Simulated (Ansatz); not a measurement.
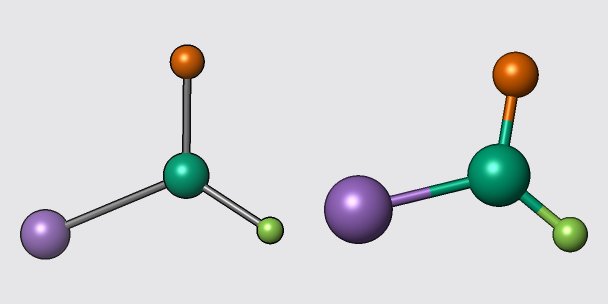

Both panels show the same species. Colours: oxygen orange, aluminium teal, iodine purple, hydrogen green.

State: neutral, doublet. The computed structure is the end point of a PBE0-D4/def2-TZVP optimisation. No frequency run is at hand to confirm it as a minimum.

**Count the atoms of each element.**

AlHIO, 4 atoms: 1 aluminium, 1 hydrogen, 1 iodine and 1 oxygen.

**Give the symmetry (Schoenflies symbol).**

Cs.

**Count the bonded pairs by element.**

1 Al–O, 1 Al–I, 1 Al–H. Sticks follow a distance rule.

**How many sets of symmetry-equivalent atoms are there?**

4: 1 O, 1 Al, 1 I, 1 H.

More results for the same structure follow; atom numbers are the same in all pictures, views and colours differ.

## Shape

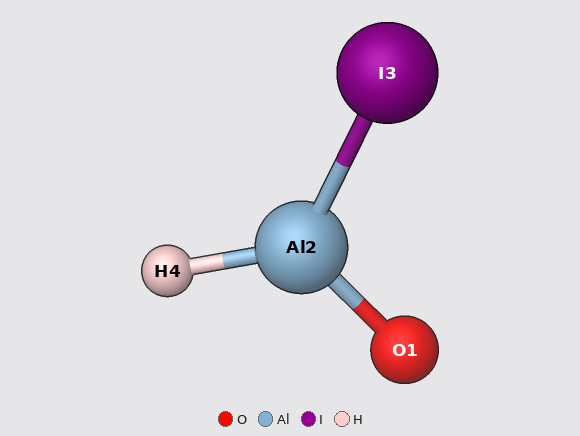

Numbered structure. No frequency run is at hand to confirm it as a minimum.

Give the bond lengths.

```tsv
bond	length (Å)
O1–Al2	1.725
Al2–I3	2.455
Al2–H4	1.569
```

## Electronic properties

No frequency run is at hand to confirm it as a minimum. Level of theory: UHF-CCSD(T), frozen core/def2-TZVPP, core potentials on I (Ansatz 0.2.0).

Predict the main results.

- ⟨S²⟩ of the determinant: 0.758
- T1 diagnostic: 0.013

## Dipole moment

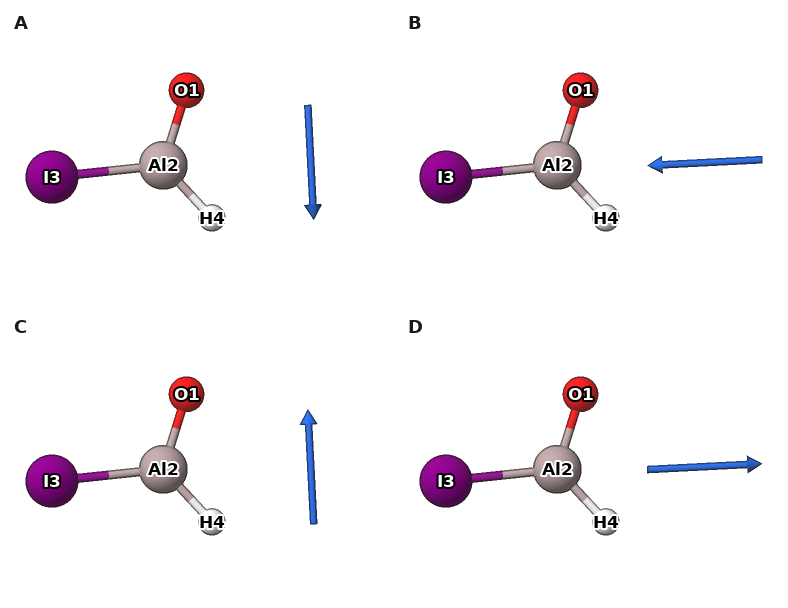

The same molecule four times, each with an arrow. No frequency run is at hand to confirm it as a minimum. Properties computed with UKS PBE0-D4/def2-TZVP, core potentials on I (Ansatz 0.2.0).

**Which arrow points along the dipole moment, from the negative to the positive end?**

A. The dipole moment is 1.51 D; it points from the side of O1 to the side of H4 (the outermost atoms at the two ends).

## Charges

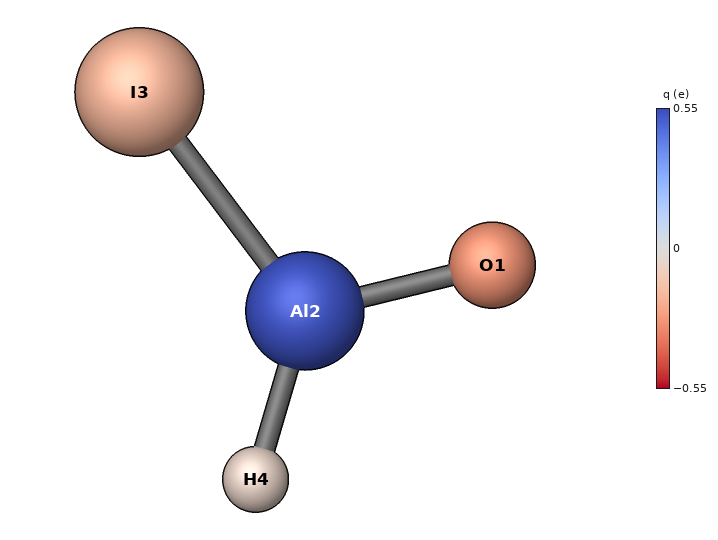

Atoms are coloured by their Mulliken charges. No frequency run is at hand to confirm it as a minimum. Level of theory: UKS PBE0-D4/def2-TZVP, core potentials on I (Ansatz 0.2.0).

**Which atom carries the highest charge (most positive or least negative)?**

Al2 (0.52 e).

**And the lowest?**

O1 (−0.28 e).

List the Mulliken charges.

```csv
atom,value (e)
O1,−0.28
Al2,0.52
I3,−0.18
H4,−0.06
```

Mulliken values depend strongly on the basis set and can even reverse the polarity of a bond.
